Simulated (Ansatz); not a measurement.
Geometry relaxation of MoNH$_{2}$O$_{3}$ (charge −1)

System: MoNH$_{2}$O$_{3}$, charge −1.
Method: RKS r2SCAN-D4/def2-SVPD (Ansatz 0.2.0).

The geometry: GFN2-xTB start. Figures and captions count atoms from 1; the log counts them from 0 in places.

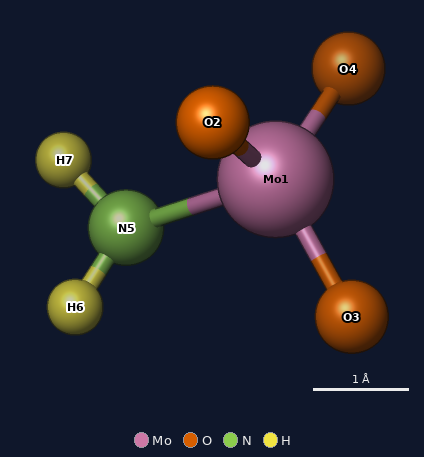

**Figure 1.** The structure as given in the input (ball-and-stick view, seen at a tilt; atoms are numbered from 1 in the order of the input). Sticks mark near contacts.

## Results in brief

- outcome: converged
- total energy: −9518.0023 eV
- mean-field energy: −9517.9556 eV
- dispersion energy: −0.0467 eV
- HOMO: −1.86 eV
- LUMO: 2.80 eV
- largest force (length of the vector) at the end: 0.015 eV/Å
- hardware: 4 threads of Arm Neoverse V2, 95 GiB of memory available, shared host
- wall time: 16 s (CPU time 56 s)
- peak memory: 0.18 GiB

## Input
```yaml
crystal:
  periodic: [false, false, false]
  atoms:
    - {symbol: Mo, position_ang: [0.397540, 0.700550, 0.228180]}
    - {symbol: O, position_ang: [0.270500, 0.506330, 1.880900]}
    - {symbol: O, position_ang: [1.955510, 0.542540, -0.340700]}
    - {symbol: O, position_ang: [-0.491370, 1.986030, -0.350500]}
    - {symbol: N, position_ang: [-0.528720, -0.893690, -0.536470]}
    - {symbol: H, position_ang: [-0.077160, -1.807420, -0.501500]}
    - {symbol: H, position_ang: [-1.526300, -1.034340, -0.379910]}
basis:
  gaussian: {orbitals: def2-SVPD}
total_charge: -1
hamiltonian: {xc: r2scan, dispersion: d4}
scf: {lower_state_search: "off"}
output: {orbitals: {seedname: orbitals}}
relax: {f_tol: 0.02, max_steps: 100}
```

Launched with:
```bash
ansatz run in.yaml --threads 4 --pin off --events-out ev --progress --plain --max-ram 3916MiB
```

## The program's output
```
Functional definition: r2SCAN
  name "r2SCAN"
  cite "Furness, Kaplan, Ning, Perdew & Sun, J. Phys. Chem. Lett. 11, 8208 (2020) doi:10.1021/acs.jpclett.0c02405"
  cite "Furness, Kaplan, Ning, Perdew & Sun, J. Phys. Chem. Lett. 11, 9248 (2020) doi:10.1021/acs.jpclett.0c03077"
  parent r2scan
  parameter k0 = 0.174
  parameter k1 = 0.065
  parameter a1 = 4.9479
  exchange = r2scan_x(k0 = k0, k1 = k1, a1 = a1)
  correlation = r2scan_c
these checks for a lower state are left out or cut short: stability, starts, cluster_reference, orbital_swaps, neighbouring_geometries, increment
1164 factors; their error is unknown
mean field evaluation 1: about -9501.4492 eV, gradient 9.4e1 eV
mean field evaluation 2: about -9353.1073 eV, gradient 2.8e2 eV
mean field evaluation 4: about -9516.4431 eV, gradient 2.2e1 eV
mean field evaluation 8: about -9517.4156 eV, gradient 2.3e-1 eV
mean field evaluation 16: about -9517.3760 eV, gradient 3.3e-4 eV
mean field -9517.37599481 eV, -349.7571167002 hartree, gradient 9.1e-6 eV, S^2 0.000000; 0 other end points of the search recorded, 0 dependent functions left out
the calculation of the forces begins
reference -9517.37601019 eV, -349.7571172653 hartree; 24, 24 occupied and 115, 115 virtual orbitals, 1164 factors
relax step   1: F+E_penalty+E_count = -9517.42390589 eV  Δ(F+E_penalty+E_count) = +0.000e0 eV  max|allowed force component| = 4.460e0 eV/Å  Δτ_max = 0.0000 Å  (20 SCF iters, accepted)
these checks for a lower state are left out or cut short: stability, starts, cluster_reference, orbital_swaps, neighbouring_geometries, increment
1164 factors; their error is unknown
mean field evaluation 32: about -9517.9278 eV, gradient 2.9e-6 eV
mean field -9517.92778798 eV, -349.7773947250 hartree, gradient 2.9e-6 eV, S^2 0.000000; 0 other end points of the search recorded, 0 dependent functions left out
the calculation of the forces begins
reference -9517.92780343 eV, -349.7773952930 hartree; 24, 24 occupied and 115, 115 virtual orbitals, 1164 factors
relax step   2: F+E_penalty+E_count = -9517.97428954 eV  Δ(F+E_penalty+E_count) = -5.504e-1 eV  max|allowed force component| = 7.054e-1 eV/Å  Δτ_max = 0.1810 Å  (28 SCF iters, accepted)
these checks for a lower state are left out or cut short: stability, starts, cluster_reference, orbital_swaps, neighbouring_geometries, increment
1164 factors; their error is unknown
mean field -9517.95113901 eV, -349.7782528597 hartree, gradient 1.4e-6 eV, S^2 0.000000; 0 other end points of the search recorded, 0 dependent functions left out
the calculation of the forces begins
reference -9517.95115439 eV, -349.7782534249 hartree; 24, 24 occupied and 115, 115 virtual orbitals, 1164 factors
relax step   3: F+E_penalty+E_count = -9517.99781392 eV  Δ(F+E_penalty+E_count) = -2.352e-2 eV  max|allowed force component| = 3.133e-1 eV/Å  Δτ_max = 0.0854 Å  (30 SCF iters, accepted)
these checks for a lower state are left out or cut short: stability, starts, cluster_reference, orbital_swaps, neighbouring_geometries, increment
1164 factors; their error is unknown
mean field -9517.95528631 eV, -349.7784052700 hartree, gradient 3.0e-6 eV, S^2 0.000000; 0 other end points of the search recorded, 0 dependent functions left out
the calculation of the forces begins
reference -9517.95530172 eV, -349.7784058362 hartree; 24, 24 occupied and 115, 115 virtual orbitals, 1164 factors
relax step   4: F+E_penalty+E_count = -9518.00197867 eV  Δ(F+E_penalty+E_count) = -4.165e-3 eV  max|allowed force component| = 9.732e-2 eV/Å  Δτ_max = 0.0197 Å  (22 SCF iters, accepted)
these checks for a lower state are left out or cut short: stability, starts, cluster_reference, orbital_swaps, neighbouring_geometries, increment
1164 factors; their error is unknown
mean field -9517.95547275 eV, -349.7784121216 hartree, gradient 1.3e-6 eV, S^2 0.000000; 0 other end points of the search recorded, 0 dependent functions left out
the calculation of the forces begins
reference -9517.95548816 eV, -349.7784126881 hartree; 24, 24 occupied and 115, 115 virtual orbitals, 1164 factors
relax step   5: F+E_penalty+E_count = -9518.00217198 eV  Δ(F+E_penalty+E_count) = -1.933e-4 eV  max|allowed force component| = 3.091e-2 eV/Å  Δτ_max = 0.0049 Å  (24 SCF iters, accepted)
these checks for a lower state are left out or cut short: stability, starts, cluster_reference, orbital_swaps, neighbouring_geometries, increment
1164 factors; their error is unknown
mean field -9517.95534099 eV, -349.7784072795 hartree, gradient 1.3e-6 eV, S^2 0.000000; 0 other end points of the search recorded, 0 dependent functions left out
the calculation of the forces begins
reference -9517.95535640 eV, -349.7784078457 hartree; 24, 24 occupied and 115, 115 virtual orbitals, 1164 factors
relax step   6: F+E_penalty+E_count = -9518.00204821 eV  Δ(F+E_penalty+E_count) = +1.238e-4 eV  max|allowed force component| = 7.325e-2 eV/Å  Δτ_max = 0.0062 Å  (24 SCF iters, rejected (line search))
these checks for a lower state are left out or cut short: stability, starts, cluster_reference, orbital_swaps, neighbouring_geometries, increment
1164 factors; their error is unknown
mean field evaluation 64: about -9517.9555 eV, gradient 1.6e-1 eV
mean field -9517.95553992 eV, -349.7784145900 hartree, gradient 1.3e-6 eV, S^2 0.000000; 0 other end points of the search recorded, 0 dependent functions left out
the calculation of the forces begins
reference -9517.95555533 eV, -349.7784151564 hartree; 24, 24 occupied and 115, 115 virtual orbitals, 1164 factors
relax step   7: F+E_penalty+E_count = -9518.00224084 eV  Δ(F+E_penalty+E_count) = -6.887e-5 eV  max|allowed force component| = 1.216e-2 eV/Å  Δτ_max = 0.0030 Å  (25 SCF iters, accepted)
```

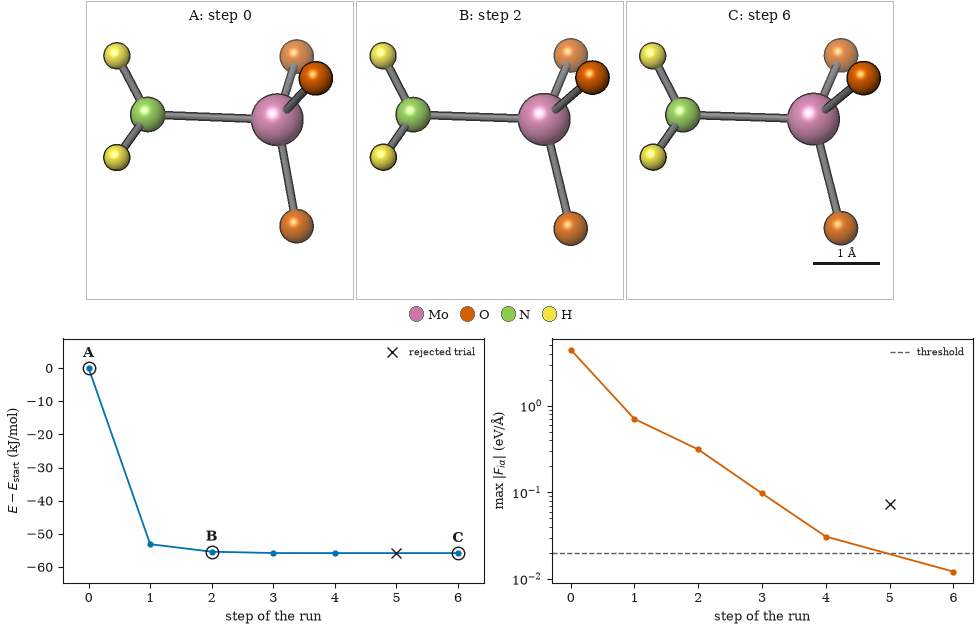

**Figure 2.** Frames of the relaxation (ball-and-stick view, seen at a tilt) above the curves, on which the letters mark them (the first geometry is step 0 here and step 1 in the log).

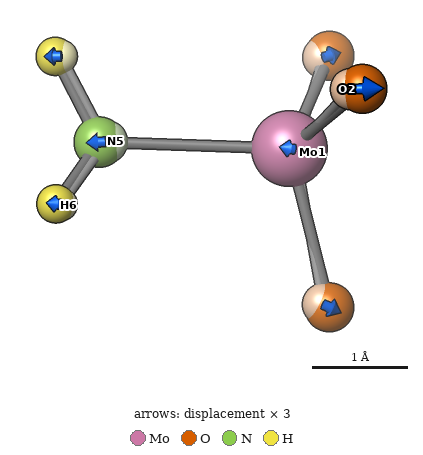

**Figure 3.** Start (faint) and end (solid) with the displacements as blue arrows, magnified 3 times (ball-and-stick view, seen at a tilt). The two geometries are laid on each other by the best rigid fit. The atom that moves furthest after the best rigid fit is O2 (0.12 Å). By element the largest moves are O 0.12 Å, N 0.07 Å, H 0.07 Å, Mo 0.06 Å. Among the contacts that change: Mo1–O2 1.669 → 1.739 Å, Mo1–N5 1.996 → 2.010 Å. Among the angles that change: O2–Mo1–N5 104.5° → 110.8°, O3–Mo1–O4 117.0° → 112.6°, O4–Mo1–N5 103.6° → 107.1°. The energy falls by 55.8 kJ/mol in 6 geometry steps. The largest force component goes from 4.5 to 0.012 eV/Å. The line search rejected the trial step at point 5 (counted from 0) and went back. (Atoms are counted from 1 in the order of the input.)

```
Total energy: -9518.00225626 eV, -349.7801313837 hartree
Atom 0 at     0.366636     0.647384     0.221481 Å, force     0.002355     0.001353    -0.003935 eV/Å
Atom 1 at     0.323391     0.584120     1.958791 Å, force     0.001269    -0.000566     0.004013 eV/Å
Atom 2 at     2.011022     0.595058    -0.335435 Å, force     0.001567    -0.000249     0.000338 eV/Å
Atom 3 at    -0.482202     2.056661    -0.336012 Å, force    -0.003482     0.000704    -0.000299 eV/Å
Atom 4 at    -0.557736    -0.951411    -0.573140 Å, force    -0.007414    -0.012160     0.005901 eV/Å
Atom 5 at    -0.104991    -1.859303    -0.510155 Å, force     0.006290     0.001897    -0.001247 eV/Å
Atom 6 at    -1.556120    -1.072509    -0.425530 Å, force    -0.000584     0.009020    -0.004770 eV/Å
Dipole moment:    -0.355288    -0.634011    -0.135558 e Å
Checks for a lower state left out: stability, starts, cluster_reference, orbital_swaps, neighbouring_geometries, increment
```

## Trajectory as extended XYZ (Å, eV, eV/Å), 7 frames, from step=1 to step=7
```
7
Properties=species:S:1:pos:R:3:forces:R:3 step=1 energy=-9517.42391
Mo    0.3975    0.7006    0.2282   -2.2292  -3.7507  -1.4042
O     0.2705    0.5063    1.8809    0.0297   0.1201   4.4604
O     1.9555    0.5425   -0.3407    4.4076   0.0825  -1.3451
O    -0.4914    1.9860   -0.3505   -2.0308   3.8841  -1.3421
N    -0.5287   -0.8937   -0.5365   -0.3334  -0.6482  -0.4007
H    -0.0772   -1.8074   -0.5015    0.0098   0.1934   0.0240
H    -1.5263   -1.0343   -0.3799    0.1463   0.1189   0.0077
7
Properties=species:S:1:pos:R:3:forces:R:3 step=2 energy=-9517.97429
Mo    0.3531    0.6298    0.2197    0.3999   0.7054   0.6420
O     0.3493    0.6424    1.9705   -0.1583  -0.2897  -0.5510
O     2.0077    0.6037   -0.3135   -0.2176  -0.1335  -0.0917
O    -0.4623    2.0697   -0.3168   -0.0101  -0.2890  -0.0969
N    -0.5704   -0.9681   -0.5936   -0.0098  -0.0159   0.1335
H    -0.1129   -1.8747   -0.5380    0.0193   0.0069  -0.0152
H    -1.5645   -1.1027   -0.4283   -0.0235   0.0159  -0.0206
7
Properties=species:S:1:pos:R:3:forces:R:3 step=3 energy=-9517.99781
Mo    0.3731    0.6579    0.2198   -0.2320  -0.3133   0.1463
O     0.3096    0.5674    1.9613    0.0706   0.1112  -0.2362
O     2.0153    0.5906   -0.3407    0.0235   0.0530   0.0323
O    -0.4838    2.0597   -0.3453    0.0553   0.0228   0.0459
N    -0.5576   -0.9462   -0.5710    0.0360   0.0379   0.0066
H    -0.1029   -1.8541   -0.5126    0.0259   0.0385   0.0036
H    -1.5537   -1.0752   -0.4115    0.0207   0.0498   0.0014
7
Properties=species:S:1:pos:R:3:forces:R:3 step=4 energy=-9518.00198
Mo    0.3666    0.6482    0.2211   -0.0261  -0.0169   0.0938
O     0.3203    0.5839    1.9607    0.0070   0.0051  -0.0973
O     2.0104    0.5925   -0.3355    0.0171   0.0037  -0.0016
O    -0.4802    2.0580   -0.3378   -0.0001   0.0045   0.0011
N    -0.5585   -0.9495   -0.5761   -0.0145  -0.0352   0.0148
H    -0.1037   -1.8569   -0.5138    0.0149   0.0146  -0.0040
H    -1.5549   -1.0762   -0.4187    0.0017   0.0241  -0.0068
7
Properties=species:S:1:pos:R:3:forces:R:3 step=5 energy=-9518.00217
Mo    0.3665    0.6473    0.2212   -0.0050   0.0046   0.0272
O     0.3223    0.5840    1.9592    0.0023  -0.0019  -0.0250
O     2.0106    0.5943   -0.3355    0.0107  -0.0008  -0.0013
O    -0.4812    2.0571   -0.3363   -0.0051   0.0035  -0.0015
N    -0.5580   -0.9505   -0.5752   -0.0139  -0.0309   0.0107
H    -0.1045   -1.8582   -0.5105    0.0084   0.0094  -0.0036
H    -1.5556   -1.0740   -0.4230    0.0026   0.0161  -0.0063
7
Properties=species:S:1:pos:R:3:forces:R:3 step=6 energy=-9518.00205 accepted=F
Mo    0.3672    0.6471    0.2224   -0.0008   0.0017   0.0224
O     0.3241    0.5867    1.9604    0.0049  -0.0009  -0.0151
O     2.0110    0.5962   -0.3355    0.0130  -0.0023   0.0000
O    -0.4827    2.0549   -0.3365   -0.0089   0.0067  -0.0032
N    -0.5564   -0.9523   -0.5695   -0.0048   0.0546  -0.0122
H    -0.1089   -1.8608   -0.5140    0.0644  -0.0732   0.0052
H    -1.5542   -1.0719   -0.4273   -0.0679   0.0134   0.0028
7
Properties=species:S:1:pos:R:3:forces:R:3 step=7 energy=-9518.00224
Mo    0.3666    0.6474    0.2215    0.0024   0.0014  -0.0039
O     0.3234    0.5841    1.9588    0.0013  -0.0006   0.0040
O     2.0110    0.5951   -0.3354    0.0016  -0.0002   0.0003
O    -0.4822    2.0567   -0.3360   -0.0035   0.0007  -0.0003
N    -0.5577   -0.9514   -0.5731   -0.0074  -0.0122   0.0059
H    -0.1050   -1.8593   -0.5102    0.0063   0.0019  -0.0012
H    -1.5561   -1.0725   -0.4255   -0.0006   0.0090  -0.0048
```

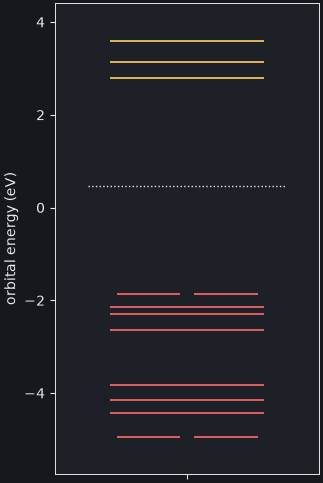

**Figure 4.** Orbital energies near the frontier; the dotted line parts filled from empty levels, and levels within 0.02 eV of each other stand side by side. Highest filled −1.86 eV, lowest empty 2.80 eV, 4.66 eV apart.
